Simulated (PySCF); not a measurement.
# Geometry relaxation, with input and output: C$_{3}$H$_{5}$Cl (charge +1) (part 3 of 3)

The same run, continued: C$_{3}$H$_{5}$Cl, charge +1, multiplicity 2; HF/6-31G*, UHF (PySCF 2.14.0). The atoms were displaced at random from an optimised geometry. The geometry is that of the parent species in another charge or spin state.

Geometry of the input (Å):
```
C  -0.3328  1.2833  -0.4753
C  0.3762  0.1835  -0.3761
C  0.0944  -0.8881  0.6070
Cl -0.3730  -2.4162  -0.2118
H  -0.0541  2.0867  -1.1648
H  -1.1066  1.5162  0.2140
H  1.1652  -0.0365  -1.0365
H  -0.7302  -0.6004  1.2367
H  0.9580  -1.1591  1.2149
```

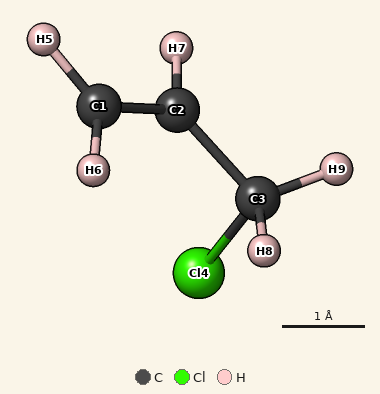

The geometry at step 8 of the log (ball-and-stick view, seen at a tilt; atoms are numbered from 1 in the order of the input).

The program's output, continued
```
converged SCF energy = -575.652427378585  <S^2> = 0.75799126  2S+1 = 2.0079754
E = -575.6524273786 Eh
Mode                                 0                   1                   2
Irrep
Freq [cm^-1]                      107.9920            233.5053            404.0508
Reduced mass [au]                   3.9167              1.9898              1.3439
Force const [Dyne/A]                0.0269              0.0639              0.1293
Char temp [K]                     155.3765            335.9621            581.3391
Normal mode                   x     y     z       x     y     z       x     y     z
       0   C                -0.07 -0.15 -0.06   -0.01  0.03 -0.02    0.01 -0.03  0.04
       1   C                 0.05 -0.03  0.06    0.08  0.11  0.04   -0.04 -0.08 -0.09
       2   C                 0.07 -0.03  0.05    0.02 -0.01 -0.08   -0.02  0.02  0.01
       3  Cl                -0.02  0.08 -0.02   -0.04 -0.05  0.02    0.02  0.03  0.01
       4   H                -0.11 -0.14 -0.06    0.09  0.21  0.21    0.28  0.32  0.50
       5   H                -0.14 -0.26 -0.15   -0.20 -0.23 -0.29   -0.21 -0.31 -0.29
       6   H                 0.11  0.06  0.13    0.22  0.30  0.20   -0.09 -0.14 -0.14
       7   H                 0.10 -0.04  0.08    0.05 -0.01 -0.05   -0.03  0.07 -0.02
       8   H                 0.06 -0.09 -0.00    0.03 -0.01 -0.10   -0.02  0.05  0.05
Mode                                 3                   4                   5
Irrep
Freq [cm^-1]                      439.4867            748.7865            956.7176
Reduced mass [au]                   1.9429              6.8924              1.4517
Force const [Dyne/A]                0.2211              2.2769              0.7829
Char temp [K]                     632.3235           1077.3370           1376.5036
Normal mode                   x     y     z       x     y     z       x     y     z
       0   C                 0.01  0.08 -0.08   -0.00  0.00 -0.00    0.00  0.07 -0.02
       1   C                -0.12  0.00  0.06   -0.01 -0.02 -0.01    0.08  0.08  0.02
       2   C                 0.06 -0.08  0.05   -0.10 -0.15 -0.14   -0.02 -0.09  0.04
       3  Cl                 0.00  0.00 -0.00    0.04  0.06  0.05    0.00  0.00  0.00
       4   H                 0.30  0.03 -0.03   -0.01 -0.02 -0.03   -0.27  0.08 -0.11
       5   H                -0.10  0.23 -0.30    0.03  0.05  0.04   -0.11 -0.26 -0.14
       6   H                -0.14 -0.03  0.05    0.07  0.09  0.09   -0.30 -0.31 -0.47
       7   H                 0.17 -0.24  0.21   -0.06 -0.13 -0.11   -0.06 -0.07  0.01
       8   H                 0.18 -0.06 -0.19   -0.08 -0.09 -0.10   -0.10 -0.16  0.14
Mode                                 6                   7                   8
Irrep
Freq [cm^-1]                     1006.9234           1023.4018           1115.5210
Reduced mass [au]                   1.3448              1.6428              1.5070
Force const [Dyne/A]                0.8033              1.0138              1.1049
Char temp [K]                    1448.7386           1472.4473           1604.9864
Normal mode                   x     y     z       x     y     z       x     y     z
       0   C                 0.06 -0.02  0.00    0.01 -0.06  0.08    0.07  0.09  0.08
       1   C                -0.01  0.01  0.04   -0.01  0.01  0.09   -0.05 -0.06 -0.06
       2   C                -0.10  0.08 -0.03    0.02  0.06 -0.11    0.02 -0.01  0.02
       3  Cl                 0.01 -0.00 -0.00   -0.00  0.00  0.00   -0.00  0.00 -0.00
       4   H                -0.18  0.01 -0.04    0.23 -0.39 -0.17   -0.32 -0.19 -0.36
       5   H                 0.04 -0.29  0.03   -0.19  0.10 -0.31   -0.21 -0.31 -0.31
       6   H                -0.02 -0.27  0.07   -0.27 -0.09 -0.25    0.18  0.13  0.23
       7   H                 0.26 -0.10  0.37   -0.03  0.10 -0.18   -0.04  0.00 -0.05
       8   H                 0.09  0.00 -0.55   -0.02  0.08 -0.02    0.05  0.10  0.08
Mode                                 9                  10                  11
Irrep
Freq [cm^-1]                     1178.9082           1324.9605           1381.2701
Reduced mass [au]                   1.2302              1.4737              1.2500
Force const [Dyne/A]                1.0073              1.5243              1.4051
Char temp [K]                    1696.1864           1906.3232           1987.3402
Normal mode                   x     y     z       x     y     z       x     y     z
       0   C                 0.03 -0.01 -0.04   -0.03  0.06 -0.04    0.05 -0.02 -0.03
       1   C                -0.04  0.01  0.07   -0.03 -0.07  0.09   -0.05  0.02  0.05
       2   C                 0.06  0.01 -0.06    0.06  0.02 -0.07   -0.03 -0.08 -0.00
       3  Cl                -0.01  0.01  0.00    0.00 -0.00  0.00   -0.00 -0.00 -0.01
       4   H                -0.12  0.15  0.07   -0.17  0.19  0.03   -0.05  0.05  0.01
       5   H                 0.13 -0.21  0.16   -0.01 -0.02  0.04    0.11 -0.17  0.09
       6   H                -0.06 -0.28  0.11    0.03 -0.37  0.24   -0.15  0.27 -0.13
       7   H                -0.28 -0.37 -0.23    0.12  0.44 -0.19    0.33  0.57  0.07
       8   H                 0.22  0.49  0.15   -0.18 -0.34  0.04    0.14  0.37  0.15
Mode                                12                  13                  14
Irrep
Freq [cm^-1]                     1397.1543           1575.7048           1645.4987
Reduced mass [au]                   1.4584              1.2685              1.1352
Force const [Dyne/A]                1.6773              1.8556              1.8110
Char temp [K]                    2010.1939           2267.0884           2367.5062
Normal mode                   x     y     z       x     y     z       x     y     z
       0   C                 0.09 -0.04 -0.03    0.02 -0.01 -0.02   -0.02  0.02 -0.00
       1   C                -0.11  0.04  0.02    0.04 -0.11  0.06    0.01  0.02 -0.01
       2   C                 0.04  0.04  0.00   -0.01  0.03  0.01   -0.00 -0.04  0.08
       3  Cl                 0.00 -0.00  0.01    0.00  0.00  0.00    0.00  0.00  0.00
       4   H                -0.01  0.02 -0.00   -0.44  0.29  0.10    0.21 -0.12 -0.05
       5   H                 0.17 -0.32  0.14   -0.05  0.33 -0.21    0.02 -0.17  0.11
       6   H                -0.17  0.39 -0.11   -0.10  0.35 -0.23    0.02 -0.08  0.02
       7   H                -0.16 -0.12 -0.12   -0.17 -0.01 -0.13   -0.36  0.32 -0.39
       8   H                -0.21 -0.46 -0.03    0.13  0.05 -0.27    0.29 -0.01 -0.54
Mode                                15                  16                  17
Irrep
Freq [cm^-1]                     1699.0290           3310.9606           3348.7686
Reduced mass [au]                   2.0262              1.0571              1.0555
Force const [Dyne/A]                3.4461              6.8276              6.9741
Char temp [K]                    2444.5245           4763.7351           4818.1324
Normal mode                   x     y     z       x     y     z       x     y     z
       0   C                 0.07 -0.11  0.04    0.00 -0.00  0.00   -0.04  0.05 -0.01
       1   C                -0.06  0.13 -0.06    0.00  0.00 -0.00   -0.00 -0.00  0.00
       2   C                 0.01 -0.04  0.02    0.01 -0.01  0.06    0.00 -0.00  0.00
       3  Cl                 0.00 -0.00 -0.00   -0.00 -0.00 -0.00   -0.00 -0.00  0.00
       4   H                -0.31  0.09  0.12    0.00  0.01 -0.01   -0.17 -0.45  0.44
       5   H                -0.01  0.35 -0.24   -0.01  0.00  0.01    0.61 -0.08 -0.35
       6   H                 0.05 -0.26  0.20   -0.00  0.00  0.00    0.05 -0.01 -0.04
       7   H                -0.04  0.14 -0.09    0.46 -0.19 -0.49    0.00 -0.00 -0.00
       8   H                 0.02 -0.07 -0.03   -0.56  0.29 -0.25   -0.02  0.01 -0.01
Mode                                18                  19                  20
Irrep
Freq [cm^-1]                     3387.5306           3398.1448           3468.8551
Reduced mass [au]                   1.1073              1.1048              1.1243
Force const [Dyne/A]                7.4867              7.5163              7.9711
Char temp [K]                    4873.9022           4889.1738           4990.9102
Normal mode                   x     y     z       x     y     z       x     y     z
       0   C                -0.01  0.00  0.00   -0.01  0.00  0.00    0.06  0.04 -0.07
       1   C                 0.05 -0.01 -0.03    0.05 -0.01 -0.03    0.00 -0.00 -0.00
       2   C                -0.06  0.03  0.01    0.06 -0.03 -0.01    0.00 -0.00 -0.00
       3  Cl                 0.00 -0.00  0.00   -0.00  0.00  0.00   -0.00 -0.00  0.00
       4   H                 0.00 -0.01  0.00    0.01  0.01 -0.01   -0.18 -0.48  0.47
       5   H                 0.06 -0.01 -0.04    0.05 -0.00 -0.03   -0.54  0.06  0.31
       6   H                -0.56  0.08  0.39   -0.53  0.07  0.37   -0.06  0.01  0.04
       7   H                 0.29 -0.13 -0.31   -0.31  0.13  0.34   -0.01  0.00  0.01
       8   H                 0.38 -0.20  0.18   -0.40  0.21 -0.19   -0.01  0.00 -0.00
temperature 298.1500 [K]
pressure 101325.00 [Pa]
Rotational constants [GHz] 14.86986 3.44869 3.12807
Symmetry number 1
Zero-point energy (ZPE) 0.07553 [Eh]   198299.994 [J/mol]
                           tot       elec      trans        rot        vib
Entropy [J/mol/K]       305.704      5.763    162.843    105.053     32.045
Cv [J/mol/K]             64.468      0.000     12.472     12.472     39.525
Cp [J/mol/K]             72.782      0.000     20.786     12.472     39.525
Internal energy [J/mol]                      3718.434   3718.434 203790.238
Internal energy [Eh]   -575.57198  -575.65243
Enthalpy [J/mol]                             6197.391   3718.434 203790.238
Enthalpy [Eh]          -575.57103
Gibbs free energy [J/mol]                  -42354.225 -27603.063 194235.929
Gibbs free energy [Eh] -575.60575
```

Trajectory as extended XYZ (Å, eV, eV/Å), 16 frames, from step=0 to step=15
```
9
Properties=species:S:1:pos:R:3:forces:R:3 step=0 energy=-15663.88144
C    -0.3328    1.2833   -0.4753   -1.9620   5.8535  -0.7943
C     0.3762    0.1835   -0.3761    2.4375  -5.5711   0.5877
C     0.0944   -0.8881    0.6070   -0.4240  -0.6575   0.8438
Cl   -0.3730   -2.4162   -0.2118    0.1124   0.5558  -0.2454
H    -0.0541    2.0867   -1.1648   -0.2814  -0.6431   0.2176
H    -1.1066    1.5162    0.2140   -0.6503  -0.0559   0.2127
H     1.1652   -0.0365   -1.0365    0.8104   0.1308  -0.8317
H    -0.7302   -0.6004    1.2367    0.0307  -0.1136   0.2474
H     0.9580   -1.1591    1.2149   -0.0734   0.5010  -0.2378
9
Properties=species:S:1:pos:R:3:forces:R:3 step=1 energy=-15664.25775
C    -0.3147    1.3575   -0.4588   -0.4114  -0.0893  -0.1869
C     0.3814    0.1394   -0.3454    0.0721  -0.0336   0.0308
C     0.0857   -0.9223    0.6561   -0.0325  -0.0307   0.0285
Cl   -0.3782   -2.3613   -0.2840   -0.0168   0.0948  -0.0448
H    -0.0621    2.0794   -1.2130    0.2335  -0.0159   0.0028
H    -1.1764    1.5817    0.1496    0.1793  -0.1237   0.1235
H     1.1840   -0.0702   -1.0381   -0.1100   0.1130   0.0519
H    -0.7108   -0.6738    1.3406    0.0395   0.0730  -0.0667
H     0.9881   -1.1612    1.2012    0.0462   0.0126   0.0609
9
Properties=species:S:1:pos:R:3:forces:R:3 step=2 energy=-15664.26844
C    -0.3385    1.3309   -0.4643    0.2348  -0.0015  -0.2054
C     0.3905    0.1313   -0.3574   -0.2754   0.0753   0.1803
C     0.0885   -0.9130    0.6554    0.1718  -0.0413   0.0033
Cl   -0.3890   -2.3404   -0.2912   -0.0221  -0.0033  -0.0172
H    -0.0456    2.0595   -1.1981   -0.0826   0.0668   0.0080
H    -1.1745    1.5488    0.1778    0.0348  -0.0759  -0.0188
H     1.1932   -0.0590   -1.0518   -0.0406   0.0321   0.0390
H    -0.7123   -0.6396    1.3231    0.0088   0.0088  -0.0038
H     0.9847   -1.1492    1.2146   -0.0294  -0.0610   0.0146
9
Properties=species:S:1:pos:R:3:forces:R:3 step=3 energy=-15664.26822
C    -0.3415    1.3362   -0.4878   -0.0099  -0.0594   0.3142
C     0.3739    0.1353   -0.3381    0.2251   0.0567  -0.3014
C     0.0976   -0.9234    0.6660   -0.0883   0.1630   0.1081
Cl   -0.3953   -2.3285   -0.3049   -0.0110  -0.0127  -0.0181
H    -0.0411    2.0715   -1.2130   -0.0285  -0.0807  -0.0377
H    -1.1722    1.5541    0.1576   -0.1055   0.0508  -0.0540
H     1.1766   -0.0504   -1.0298    0.0767  -0.0536  -0.0057
H    -0.6982   -0.6564    1.3409   -0.0186  -0.0455   0.0659
H     0.9972   -1.1691    1.2172   -0.0400  -0.0187  -0.0713
9
Properties=species:S:1:pos:R:3:forces:R:3 step=4 energy=-15664.27340
C    -0.3404    1.3302   -0.4822    0.0431  -0.0067   0.1610
C     0.3858    0.1345   -0.3459    0.0422   0.0359  -0.1134
C     0.0965   -0.9165    0.6638   -0.0110   0.0844   0.0600
Cl   -0.4019   -2.3238   -0.3023   -0.0143  -0.0146  -0.0211
H    -0.0501    2.0694   -1.2067   -0.0272  -0.0419  -0.0393
H    -1.1738    1.5396    0.1638   -0.0611   0.0142  -0.0498
H     1.1898   -0.0530   -1.0371    0.0368  -0.0219   0.0172
H    -0.7003   -0.6443    1.3365    0.0037  -0.0150   0.0271
H     0.9915   -1.1670    1.2182   -0.0122  -0.0343  -0.0417
9
Properties=species:S:1:pos:R:3:forces:R:3 step=5 energy=-15664.27669
C    -0.3403    1.3310   -0.4754    0.0090  -0.0267  -0.0707
C     0.3928    0.1402   -0.3393   -0.0094  -0.0475   0.0213
C     0.1008   -0.9137    0.6671    0.0026   0.0431   0.0555
Cl   -0.4186   -2.3074   -0.3101   -0.0182   0.0003  -0.0261
H    -0.0530    2.0563   -1.2147   -0.0305   0.0324   0.0170
H    -1.1917    1.5359    0.1490    0.0064   0.0007  -0.0002
H     1.1992   -0.0479   -1.0280    0.0238   0.0179   0.0198
H    -0.6888   -0.6430    1.3492    0.0151   0.0048   0.0083
H     0.9967   -1.1821    1.2103    0.0011  -0.0250  -0.0249
9
Properties=species:S:1:pos:R:3:forces:R:3 step=6 energy=-15664.27970
C    -0.3401    1.3231   -0.4790   -0.0794  -0.0172  -0.1024
C     0.4072    0.1426   -0.3350   -0.0402  -0.0227   0.0410
C     0.1062   -0.9074    0.6725    0.0450   0.0033   0.0401
Cl   -0.4483   -2.2798   -0.3187   -0.0233   0.0022  -0.0263
H    -0.0705    2.0566   -1.2168    0.0343   0.0057   0.0146
H    -1.2038    1.5079    0.1346    0.0160   0.0108   0.0225
H     1.2205   -0.0436   -1.0160    0.0253   0.0270   0.0259
H    -0.6742   -0.6291    1.3620    0.0208   0.0157   0.0010
H     1.0001   -1.2010    1.2046    0.0014  -0.0248  -0.0164
9
Properties=species:S:1:pos:R:3:forces:R:3 step=7 energy=-15664.28488
C    -0.3479    1.3121   -0.4875   -0.0785  -0.0261  -0.0961
C     0.4190    0.1466   -0.3252   -0.0557  -0.0093   0.0536
C     0.1161   -0.9023    0.6822    0.0441  -0.0063   0.0144
Cl   -0.4870   -2.2387   -0.3342   -0.0245   0.0049  -0.0193
H    -0.0809    2.0489   -1.2228    0.0449   0.0024   0.0058
H    -1.2253    1.4833    0.1105    0.0208   0.0030   0.0229
H     1.2440   -0.0323   -0.9944    0.0169   0.0352   0.0321
H    -0.6499   -0.6191    1.3857    0.0232   0.0224  -0.0017
H     1.0090   -1.2293    1.1937    0.0088  -0.0261  -0.0117
9
Properties=species:S:1:pos:R:3:forces:R:3 step=8 energy=-15664.29286
C    -0.3627    1.2949   -0.5033   -0.0314  -0.0441  -0.0133
C     0.4306    0.1518   -0.3087   -0.0231   0.0195   0.0237
C     0.1321   -0.8972    0.6983   -0.0169   0.0191  -0.0355
Cl   -0.5403   -2.1737   -0.3585   -0.0167   0.0028   0.0056
H    -0.0894    2.0344   -1.2333    0.0278  -0.0079  -0.0134
H    -1.2563    1.4532    0.0742    0.0135  -0.0121   0.0036
H     1.2727   -0.0131   -0.9601    0.0069   0.0335   0.0352
H    -0.6124   -0.6099    1.4222    0.0177   0.0174   0.0088
H     1.0228   -1.2711    1.1772    0.0222  -0.0283  -0.0146
9
Properties=species:S:1:pos:R:3:forces:R:3 step=9 energy=-15664.29857
C    -0.3741    1.2706   -0.5164   -0.0338  -0.0200  -0.0530
C     0.4562    0.1617   -0.2899   -0.0625  -0.0025   0.0537
C     0.1504   -0.8867    0.7133   -0.0306  -0.0106  -0.0562
Cl   -0.6174   -2.0839   -0.3786   -0.0016  -0.0091   0.0102
H    -0.1122    2.0157   -1.2447    0.0463  -0.0059  -0.0045
H    -1.2937    1.3921    0.0280    0.0210  -0.0048   0.0226
H     1.3194    0.0153   -0.9173    0.0042   0.0426   0.0256
H    -0.5629   -0.5899    1.4641    0.0254   0.0257   0.0059
H     1.0314   -1.3258    1.1497    0.0316  -0.0154  -0.0044
9
Properties=species:S:1:pos:R:3:forces:R:3 step=10 energy=-15664.29767
C    -0.3913    1.2547   -0.5344    0.0762   0.0381   0.1084
C     0.4519    0.1639   -0.2753    0.0724   0.0550  -0.0271
C     0.1607   -0.8867    0.7247   -0.0866  -0.0345  -0.0801
Cl   -0.6535   -2.0367   -0.3917    0.0129  -0.0169   0.0554
H    -0.1005    1.9990   -1.2527   -0.0530  -0.0112  -0.0291
H    -1.3174    1.3807   -0.0027   -0.0194  -0.0201  -0.0339
H     1.3335    0.0428   -0.8816    0.0012  -0.0169  -0.0021
H    -0.5304   -0.5935    1.4968   -0.0015  -0.0012   0.0113
H     1.0442   -1.3548    1.1252   -0.0022   0.0078  -0.0028
9
Properties=species:S:1:pos:R:3:forces:R:3 step=11 energy=-15664.30014
C    -0.3812    1.2649   -0.5244   -0.0095  -0.0005   0.0050
C     0.4546    0.1638   -0.2834    0.0039   0.0230   0.0233
C     0.1534   -0.8874    0.7164   -0.0241  -0.0431  -0.0582
Cl   -0.6375   -2.0683   -0.3799    0.0030   0.0088   0.0269
H    -0.1075    2.0099   -1.2484    0.0120  -0.0052  -0.0113
H    -1.3057    1.3861    0.0115    0.0060  -0.0098   0.0021
H     1.3295    0.0317   -0.8975   -0.0068   0.0106   0.0072
H    -0.5459   -0.5915    1.4804    0.0064   0.0144  -0.0006
H     1.0374   -1.3400    1.1334    0.0092   0.0017   0.0055
9
Properties=species:S:1:pos:R:3:forces:R:3 step=12 energy=-15664.30035
C    -0.3814    1.2643   -0.5245   -0.0064  -0.0025  -0.0006
C     0.4564    0.1649   -0.2827   -0.0035   0.0164   0.0162
C     0.1536   -0.8880    0.7151   -0.0196  -0.0326  -0.0404
Cl   -0.6423   -2.0677   -0.3776    0.0045   0.0075   0.0185
H    -0.1088    2.0097   -1.2486    0.0112  -0.0034  -0.0072
H    -1.3072    1.3825    0.0100    0.0054  -0.0062   0.0025
H     1.3327    0.0352   -0.8952   -0.0053   0.0096   0.0050
H    -0.5433   -0.5897    1.4805    0.0055   0.0103   0.0019
H     1.0373   -1.3420    1.1312    0.0081   0.0009   0.0041
9
Properties=species:S:1:pos:R:3:forces:R:3 step=13 energy=-15664.30054
C    -0.3822    1.2645   -0.5251    0.0023  -0.0025   0.0015
C     0.4568    0.1666   -0.2817   -0.0019   0.0029  -0.0023
C     0.1528   -0.8904    0.7123   -0.0002  -0.0041  -0.0002
Cl   -0.6477   -2.0715   -0.3723    0.0007   0.0032   0.0000
H    -0.1074    2.0097   -1.2489   -0.0010   0.0002   0.0003
H    -1.3091    1.3811    0.0076   -0.0010   0.0003  -0.0014
H     1.3357    0.0421   -0.8914    0.0003  -0.0012   0.0005
H    -0.5397   -0.5894    1.4807    0.0011   0.0008   0.0008
H     1.0380   -1.3435    1.1269   -0.0002   0.0004   0.0009
9
Properties=species:S:1:pos:R:3:forces:R:3 step=14 energy=-15664.30054
C    -0.3825    1.2637   -0.5255   -0.0008  -0.0016  -0.0008
C     0.4576    0.1669   -0.2810   -0.0006   0.0013  -0.0002
C     0.1535   -0.8901    0.7128   -0.0004  -0.0009  -0.0005
Cl   -0.6505   -2.0679   -0.3729    0.0002   0.0001   0.0001
H    -0.1082    2.0091   -1.2492    0.0010   0.0004   0.0006
H    -1.3105    1.3787    0.0055    0.0002   0.0004   0.0003
H     1.3372    0.0431   -0.8897   -0.0002  -0.0001  -0.0002
H    -0.5376   -0.5888    1.4824    0.0002   0.0001   0.0001
H     1.0382   -1.3455    1.1258    0.0004   0.0003   0.0005
9
Properties=species:S:1:pos:R:3:forces:R:3 step=15 energy=-15664.30054
C    -0.3825    1.2638   -0.5255    0.0003  -0.0006   0.0000
C     0.4574    0.1668   -0.2811   -0.0002   0.0006  -0.0002
C     0.1534   -0.8902    0.7127   -0.0003  -0.0004  -0.0001
Cl   -0.6500   -2.0686   -0.3728    0.0002   0.0002   0.0002
H    -0.1079    2.0093   -1.2490    0.0002   0.0002   0.0002
H    -1.3104    1.3791    0.0058   -0.0001  -0.0001  -0.0001
H     1.3368    0.0428   -0.8901   -0.0001  -0.0001  -0.0002
H    -0.5380   -0.5889    1.4821    0.0001   0.0000   0.0002
H     1.0382   -1.3450    1.1260    0.0000   0.0001   0.0000
```

Key numbers

```csv
quantity,value
outcome,converged
total energy,−575.652427 hartree
basis functions,70
⟨S²⟩,0.758
zero-point energy,0.075528 hartree
"wavenumbers, lowest and highest",108 and 3469 cm⁻¹
hardware,"1 thread of Arm Neoverse V2, 24 GiB of memory available, shared host"
wall time,1.7 min
peak memory,0.18 GiB
```

Notes

The record of the run, not the program, notes: dipole of an ion depends on the origin.
